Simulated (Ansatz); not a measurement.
Consider AlN in the zinc blende structure (space group F-43m, No. 216; a = 4.370 Å). Axes: x, y, z lie along the cube axes.

It is then changed as follows: biaxial strain −2.08 %, plane normal [111], relaxed out of plane (Cartesian); in-plane vectors clamped, the third vector and the atoms free.

All numbers come from r2SCAN (Ansatz, a first-principles code), no spin-orbit coupling.

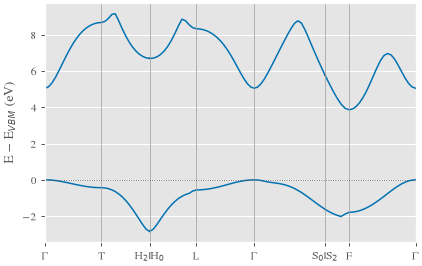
Fig. 1. Highest valence and lowest conduction band along the path of the changed cell's own zone

**Question.** From the figure, how large is the changed gap, and is it direct?

**Answer.** About 3.9 eV, indirect, Γ → F.

Stability against distortions was not tested. This is not the structure that AlN has at room temperature and ambient pressure. Labels are those of the standard path for the cell's own space group.
